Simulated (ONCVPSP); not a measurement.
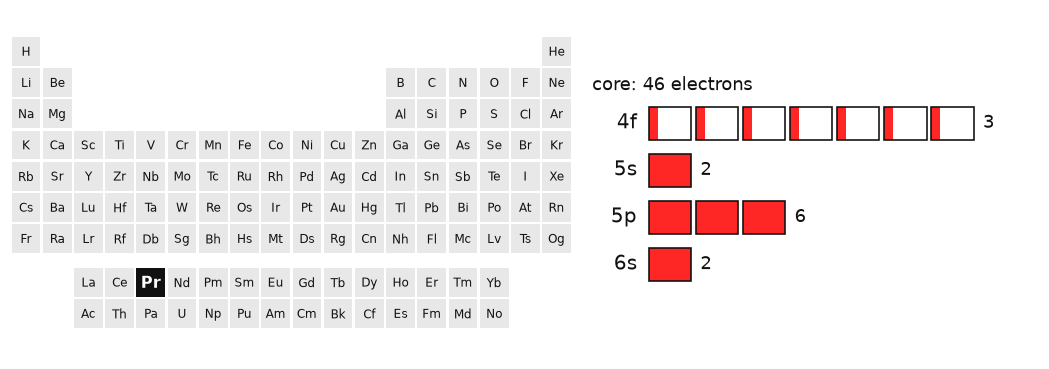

Fig. 1: Left, the place of praseodymium in the periodic table; right, the valence shells of the reference configuration: a box for each of the 2l + 1 orbitals, shaded by the share of the shell that is filled, with the electron count at the right.

**Pr: pseudopotential generation**

- system: praseodymium (Pr, Z = 59), core [Kr] 4d10, reference valence 4f3 5s2 5p6 6s2, valence charge 13.
- method: ONCV potential, PBEsol, scalar-relativistic, made with ONCVPSP 4.0.1

## Summary

- outcome: generated, with a ghost state
- cutoffs needed: 61 Ha and 157 Ha (the cutoffs at which the residual kinetic energy of the hardest occupied pseudo-wave falls to 1 and 0.1 mHa per electron)
- ghost test: GHOST(-) flagged for s at -278.7 eV; GHOST(+) flagged for p at 36.9 eV
- configuration tests: 3 of 4 tests not solved
- rms error of d²Exc/dni dnj: 10.02 mHa without and 5.41 mHa with the model core
- largest excitation error among the tests solved: +14 meV (all-electron minus pseudo) for 4f3 5s2 5p6 6s1
- clearest signs, in the scattering phases, of states that the all-electron atom lacks: p near 1.4 Ha
- range over which the phases arctan(r R′/R) at the test radius agree within 0.05 rad (a looser test near the poles than one of phase shifts): s: over the whole range computed; p: up to about 1.3 Ha; d: up to about 2.5 Ha; f: over the whole range computed
- hardware: 1 CPU thread, shared host
- wall time: 6.4 s

## Remarks

The potential has a bound ghost state, so it can't be used as it stands. Warnings of the program, in the generation or the tests: wellstate: moderately localized bound state found for n= 5 l= 2.

## Input
```
# ATOM AND REFERENCE CONFIGURATION
# atsym  z   nc   nv     iexc    psfile
  Pr 59.00    9    4  -116133      upf
#
#   n    l    f
    1    0    2.00
    2    0    2.00
    2    1    6.00
    3    0    2.00
    3    1    6.00
    3    2   10.00
    4    0    2.00
    4    1    6.00
    4    2   10.00
    4    3    3.00
    5    0    2.00
    5    1    6.00
    6    0    2.00
#
# PSEUDOPOTENTIAL AND OPTIMIZATION
# lmax
    3
#
#   l,   rc,      ep,       ncon, nbas, qcut
    0    2.15    0.00    4    7    6.40
    1    1.70    0.00    4    7    3.90
    2    2.35    0.04    4    9    4.80
    3    1.55    0.00    5   10   12.10
#
# LOCAL POTENTIAL
# lloc, lpopt,  rc(5),   dvloc0
    4    5    0.95    3.00
#
# VANDERBILT-KLEINMAN-BYLANDER PROJECTORs
# l, nproj, debl
    0    3    1.80
    1    2    1.10
    2    2    0.90
    3    2    3.80
#
# MODEL CORE CHARGE
# icmod, fcfact, rcfact
    3    3.25    1.25
#
# LOG DERIVATIVE ANALYSIS
# epsh1, epsh2, depsh
   -3.00    5.00    0.02
#
# OUTPUT GRID
# rlmax, drl
    6.00    0.01
#
# TEST CONFIGURATIONS
# ncnf
    4
# nvcnf
#   n    l    f
    4
    4    3    3.00
    5    0    2.00
    5    1    6.00
    6    0    1.00
#
    4
    4    3    3.00
    5    0    2.00
    5    1    6.00
    6    0    0.00
#
    4
    4    3    2.00
    5    0    2.00
    5    1    6.00
    6    0    0.00
#
    4
    4    3    3.00
    5    0    1.00
    5    1    6.00
    6    0    2.00
#
```

Command:
```bash
oncvpsp.x < Pr.dat > Pr.out
```

## Output (extracts)
```
ONCVPSP  (Optimized Norm-Conservinng Vanderbilt PSeudopotential)
scalar-relativistic version 4.0.1

#   n    l    f        energy (Ha)
    1    0    2.00    -1.5360772E+03
    2    0    2.00    -2.4712759E+02
    2    1    6.00    -2.2114827E+02
    3    0    2.00    -5.3307421E+01
    3    1    6.00    -4.5080433E+01
    3    2   10.00    -3.3525777E+01
    4    0    2.00    -1.0588008E+01
    4    1    6.00    -7.9000082E+00
    4    2   10.00    -4.0572721E+00
    4    3    3.00    -4.7170951E-02
    5    0    2.00    -1.4350616E+00
    5    1    6.00    -7.8927855E-01
    6    0    2.00    -1.2789163E-01

Reference configufation results
  iterations    31
  all-electron total energy (Ha)   -9.23389474D+03

Begin loop to  construct optimized pseudo wave functions
and semi-local pseudopoentials for all angular momenta

   Wellstate for l =  0  n =  7
     eigenvalue =   1.6721
     asymptotic potential =   2.1721
     half-point radius =  3.6661

Calculating optimized projector #   1

 for l=   0

    Fraction of norm inside rc  0.897152
    Optimizing pswf for qcut=   6.40 a_B^-1,  ecut=  20.47 Ha
    Residual kinetic energy error=  2.02D-07 Ha

    Energy error per electron        Cutoff
         Ha          eV             Ha
         0.01000     0.27211        9.75
         0.00100     0.02721       12.83
         0.00010     0.00272       15.21
         0.00001     0.00027       17.18

Calculating optimized projector #   2

 for l=   0

    Fraction of norm inside rc  0.043828
    Optimizing pswf for qcut=   6.40 a_B^-1,  ecut=  20.47 Ha
    Residual kinetic energy error=  7.51D-08 Ha

    Energy error per electron        Cutoff
         Ha          eV             Ha
         0.01000     0.27211        7.08
         0.00100     0.02721       11.09
         0.00010     0.00272       14.18
         0.00001     0.00027       16.55

Calculating optimized projector #   3

 for l=   0

    Fraction of norm inside rc  0.158944
    Optimizing pswf for qcut=   6.40 a_B^-1,  ecut=  20.47 Ha
    Residual kinetic energy error=  1.84D-06 Ha

    Energy error per electron        Cutoff
         Ha          eV             Ha
         0.01000     0.27211       11.22
         0.00100     0.02721       14.80
         0.00010     0.00272       17.27
         0.00001     0.00027       19.27

   Wellstate for l =  1  n =  6
     eigenvalue =   0.3107
     asymptotic potential =   0.8107
     half-point radius =  4.3436

Calculating optimized projector #   1

 for l=   1

    Fraction of norm inside rc  0.500434
    Optimizing pswf for qcut=   3.89 a_B^-1,  ecut=   7.57 Ha
    Residual kinetic energy error=  1.54D-02 Ha

    Energy error per electron        Cutoff
         Ha          eV             Ha
         0.01000     0.27211        9.28
         0.00100     0.02721       41.73
         0.00010     0.00272       51.04
         0.00001     0.00027       67.22

Calculating optimized projector #   2

 for l=   1

    Fraction of norm inside rc  0.109202
    Optimizing pswf for qcut=   3.89 a_B^-1,  ecut=   7.57 Ha
    Residual kinetic energy error=  6.84D-03 Ha

    Energy error per electron        Cutoff
         Ha          eV             Ha
         0.01000     0.27211        4.44
         0.00100     0.02721       19.65
         0.00010     0.00272       58.66
         0.00001     0.00027       73.05

WARNING wellstate: moderately localized bound state found for n= 5 l=  2
WARNING scattering state with energy  0.05000000
WARNING will be used for the first projector

   Wellstate for l =  2  n =  6
     eigenvalue =   0.0500
     asymptotic potential =   0.5500
     half-point radius = 24.7629

   Wellstate for l =  2  n =  6
     eigenvalue =   0.9500
     asymptotic potential =   1.4500
     half-point radius =  3.9524

Calculating optimized projector #   1

 for l=   2

    Fraction of norm inside rc  0.056171
    Optimizing pswf for qcut=   4.80 a_B^-1,  ecut=  11.54 Ha
    Residual kinetic energy error=  1.24D-07 Ha

    Energy error per electron        Cutoff
         Ha          eV             Ha
         0.01000     0.27211        2.92
         0.00100     0.02721        4.92
         0.00010     0.00272        6.70
         0.00001     0.00027        8.18

Calculating optimized projector #   2

 for l=   2

    Fraction of norm inside rc  0.259486
    Optimizing pswf for qcut=   4.80 a_B^-1,  ecut=  11.54 Ha
    Residual kinetic energy error=  8.79D-06 Ha

    Energy error per electron        Cutoff
         Ha          eV             Ha
         0.01000     0.27211        5.51
         0.00100     0.02721        7.52
         0.00010     0.00272        9.11
         0.00001     0.00027       11.98

   Wellstate for l =  3  n =  6
     eigenvalue =   3.7528
     asymptotic potential =   4.2528
     half-point radius =  2.7284

Calculating optimized projector #   1

 for l=   3

    Fraction of norm inside rc  0.773938
    Optimizing pswf for qcut=  12.10 a_B^-1,  ecut=  73.18 Ha
    Residual kinetic energy error=  1.30D-04 Ha

    Energy error per electron        Cutoff
         Ha          eV             Ha
         0.01000     0.27211       52.29
         0.00100     0.02721       60.71
         0.00010     0.00272      157.01

Calculating optimized projector #   2

 for l=   3

    Fraction of norm inside rc  0.196810
    Optimizing pswf for qcut=  12.10 a_B^-1,  ecut=  73.18 Ha
    Residual kinetic energy error=  7.16D-05 Ha

    Energy error per electron        Cutoff
         Ha          eV             Ha
         0.01000     0.27211       56.61
         0.00100     0.02721       65.09
         0.00010     0.00272       72.07
         0.00001     0.00027      183.51

Construct Vanderbilt / Kleinmman-Bylander projectors

B matrix Hermiticity error, ll=   0
   1   2    8.6715E-05
   1   3   -3.4563E-04
   2   3    6.8810E-05

  Orthonormal projector coefficients  1.3839E+01  2.8995E+00  2.3912E-01

B matrix Hermiticity error, ll=   1
   1   2    1.0265E-04

  Orthonormal projector coefficients  1.2246E+01  3.0320E+00

B matrix Hermiticity error, ll=   2
   1   2   -2.5751E-05

  Orthonormal projector coefficients  5.6680E+00  3.6319E-01

B matrix Hermiticity error, ll=   3
   1   2   -5.1770E-04

  Orthonormal projector coefficients -9.5004E+00 -3.3807E+00

Model core correction analysis
  based on d2Exc/dn_idn_j

d2excae - all-electron derivatives

   -1.633704D-02   -1.352492D-02   -1.093742D-02   -2.261199D-03
   -1.352455D-02   -2.490972D-02   -2.175434D-02   -1.551503D-03
   -1.093710D-02   -2.175435D-02   -2.198411D-02   -2.812819D-03
   -2.260440D-03   -1.551299D-03   -2.812291D-03   -2.570560D-02

d2excps - pseudofunction derivatives with no core correction

   -5.203011D-02   -2.433484D-02   -1.692886D-02   -3.242160D-03
   -2.433722D-02   -2.860810D-02   -2.392675D-02   -1.889766D-03
   -1.693038D-02   -2.392704D-02   -2.325170D-02   -3.016493D-03
   -3.241666D-03   -1.889616D-03   -3.015971D-03   -2.573420D-02

rms 2nd derivative error    1.002042E-02

rmatch, rhocmatch    1.1121    4.9893

Teter function model core charge with specified parameters

d2excps - pseudofunction derivatives with core correction

   -3.578265D-02   -1.935304D-02   -1.406671D-02   -2.804827D-03
   -1.935321D-02   -2.578914D-02   -2.230826D-02   -1.659604D-03
   -1.406673D-02   -2.230828D-02   -2.238627D-02   -2.875796D-03
   -2.804123D-03   -1.659410D-03   -2.875266D-03   -2.571617D-02

rms 2nd derivative error    5.407346E-03

Pseudoatom total energy  -47.082753

Diagnostic tests using Vanderbilt-Kleinman-Bylander pseudopotentials
  1 or more projectors used as specified by nproj input data

   l    rcore       rmatch      e in        delta e   norm test  slope test

   0   2.1603090   2.2259006  -1.4350616   0.0000001   1.0001104   1.0001110
   0   2.1603090   2.2259006  -0.1278916   0.0000015   1.0000300   1.0000253
   0   2.1603090   2.2259006   1.6721084   0.0000355   1.0002227   1.0002227

   1   1.7005783   1.7522116  -0.7892786  -0.0000064   1.0000728   1.0000948
   1   1.7005783   1.7522116   0.3107214  -0.0000026   1.0002934   1.0002934

   2   2.3631189   2.4348684   0.0500000   0.0000014   1.0000746   1.0000746
   2   2.3631189   2.4348684   0.9500000   0.0000003   1.0001783   1.0001783

   3   1.5546296   1.6018315  -0.0471710   0.0000043   1.0001584   1.0001395
   3   1.5546296   1.6018315   3.7528291   0.0001223   1.0001986   1.0001986

 Testing for bound ghosts
   n   l    E NL Schr. Eq   E Basis Diag.   E Cutoff

       0                      -10.241443     56.52  WARNING - GHOST(-)
   1   0       -1.435062       -1.435055     56.52
   2   0       -0.127890       -0.079882     56.52

   2   1       -0.789285       -0.788264     76.58

   3   2       -0.074852       -0.065062     79.30

   4   3       -0.047167       -0.043177    252.72

 Testing for highly-localized positive-energy ghosts
       l    <radius>/rc     E Basis Diag.   E Cutoff

       1        0.495142        1.354512     76.58  WARNING - GHOST(+)

Test configuration 0

   n   l     f        eae           eps        diff
   1   0  2.0000-1536.07721342
   2   0  2.0000 -247.12758515
   2   1  6.0000 -221.14826682
   3   0  2.0000  -53.30742077
   3   1  6.0000  -45.08043258
   3   2 10.0000  -33.52577714
   4   0  2.0000  -10.58800770
   4   1  6.0000   -7.90000817
   4   2 10.0000   -4.05727209
   4   3  3.0000   -0.04717095   -0.04716665    4.30D-06
   5   0  2.0000   -1.43506162   -1.43506155    6.85D-08
   5   1  6.0000   -0.78927855   -0.78928490   -6.35D-06
   6   0  2.0000   -0.12789163   -0.12789013    1.50D-06

    Total energies and differences
      AE_ref= -9.23389474D+03  AE_tst= -9.23389474D+03  dif=  0.00D+00
      PS_ref= -4.70827531D+01  PS_tst= -4.70827531D+01  dif= -1.21D-13
      PSP excitation error=  1.21D-13

Test configuration 1

   n   l     f        eae           eps        diff
   1   0  2.0000-1536.29135909
   2   0  2.0000 -247.34064582
   2   1  6.0000 -221.36148180
   3   0  2.0000  -53.51898586
   3   1  6.0000  -45.29203027
   3   2 10.0000  -33.73751595
   4   0  2.0000  -10.80010427
   4   1  6.0000   -8.11231875
   4   2 10.0000   -4.26995663
   4   3  3.0000   -0.26008210   -0.26022365   -1.42D-04
   5   0  2.0000   -1.65102412   -1.65088145    1.43D-04
   5   1  6.0000   -1.00477846   -1.00471519    6.33D-05
   6   0  1.0000   -0.29703740   -0.29700166    3.57D-05

    Total energies and differences
      AE_ref= -9.23389474D+03  AE_tst= -9.23368321D+03  dif=  2.12D-01
      PS_ref= -4.70827531D+01  PS_tst= -4.68717291D+01  dif=  2.11D-01
      PSP excitation error=  5.04D-04

Test configuration 2

psatom: WARNING lschvkbb convergence error n,l,iter=   4   3   3
ea(ii),et,emin,emax -4.716665E-02 -5.188331E-02 -5.188331E-02 -5.188331E-02
run_config: WARNING for fully non-local PS atom, stg. 1
 WARNING no output for configuration 3

Test configuration 3

psatom: WARNING lschvkbb convergence error n,l,iter=   4   3   3
ea(ii),et,emin,emax -4.716665E-02 -5.188331E-02 -5.188331E-02 -5.188331E-02
run_config: WARNING for fully non-local PS atom, stg. 1
 WARNING no output for configuration 4

Test configuration 4

psatom: WARNING lschvkbb convergence error n,l,iter=   4   3   3
ea(ii),et,emin,emax -4.716665E-02 -5.188331E-02 -5.188331E-02 -5.188331E-02
run_config: WARNING for fully non-local PS atom, stg. 1
 WARNING no output for configuration 5
```

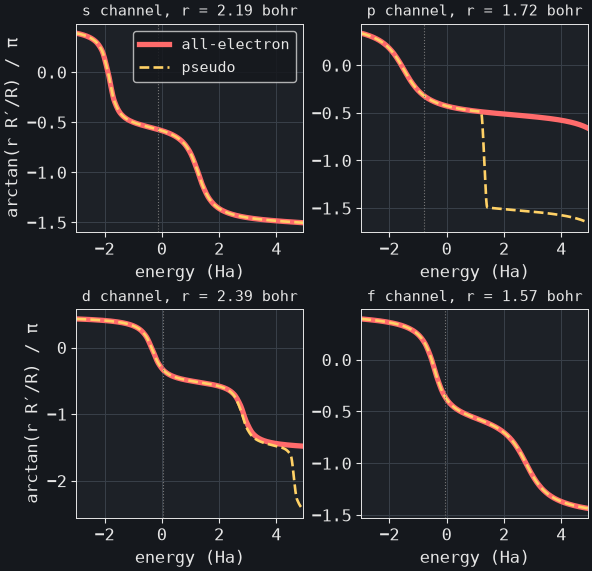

Fig. 2: Unwrapped phase arctan(r R′/R) in units of π against energy, all-electron (solid) and pseudo (dashed); the pseudo phase is matched to the all-electron one at the reference energy. Here R(r) is the radial function. A near-vertical step is a level narrower than the spacing of the points behind the curves. The dotted line marks the reference energy of the channel.

- Ghost states: Going away from the reference energies, the phases part by more than π/2 in: p at about 1.3 Ha (above its reference energy, pseudo phase lower, at the flagged ghost); d at about 4.6 Ha (above its reference energy, pseudo phase lower). Such a step is either a state that only one of the two atoms has or an ordinary level shifted in energy. The separate test gives: GHOST(-) flagged for s at -278.7 eV; GHOST(+) flagged for p at 36.9 eV. The bound ghosts lie below the range of the plot.
- Range over which the phases agree within 0.05 rad: s: over the whole range drawn; p: up to about 1.3 Ha; d: up to about 2.5 Ha; f: over the whole range drawn.

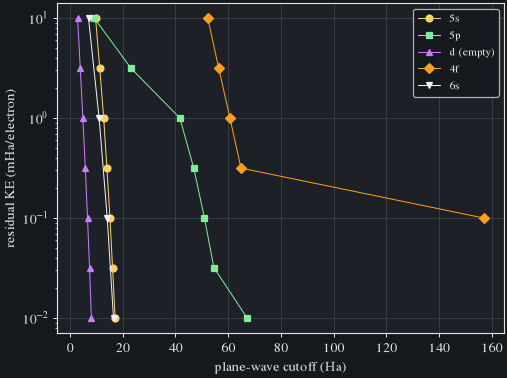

Fig. 3: Residual kinetic energy of the pseudo-waves (the first of each channel, and further valence shells) beyond the plane-wave cutoff, as the generator prints it.

- Cutoffs for the occupied states: 61 Ha for 1 mHa and 157 Ha for 0.1 mHa per electron. The first is set by 4f.
- Cutoffs for 1 mHa per electron: 4f: 61 Ha; 5p: 42 Ha; 5s: 13 Ha; 6s: 11 Ha; d (empty): 4.9 Ha.
- Hardest wave at 1 mHa per electron: 4f, with rc = 1.55 bohr and qcut = 12.1 1/bohr. The optimisation minimises, but can't always remove, the kinetic energy above qcut²/2 = 73.2 Ha, and a larger rc would as a rule soften the wave at some cost in transferability. The potential isn't sound: its ghost test gives GHOST(-) flagged for s at -278.7 eV; GHOST(+) flagged for p at 36.9 eV.

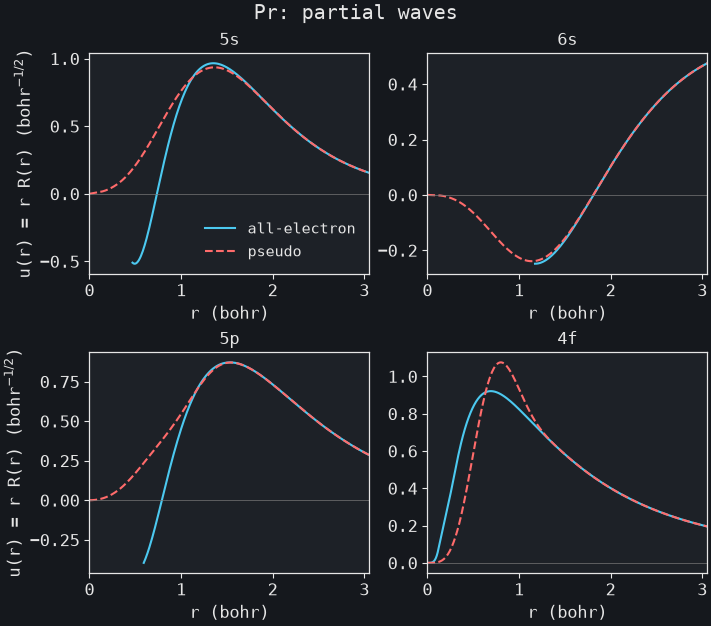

Fig. 4: All-electron valence functions (solid) with their pseudo partners (dashed). The innermost oscillations of some all-electron curves aren't drawn. Reference configuration 4f3 5s2 5p6 6s2.

- Matching radii: 5s at 2.15 bohr; 6s at 2.15 bohr; 5p at 1.70 bohr; 4f at 1.55 bohr. The curves merge smoothly, so the plot gives these only roughly.
- Nodes of the pseudo-waves: 5s has no node; 6s has a node at about 1.8 bohr; 5p has no node; 4f has no node. A node in 6s is expected, since a lower shell of the same l is also in the valence and the two must stay orthogonal.
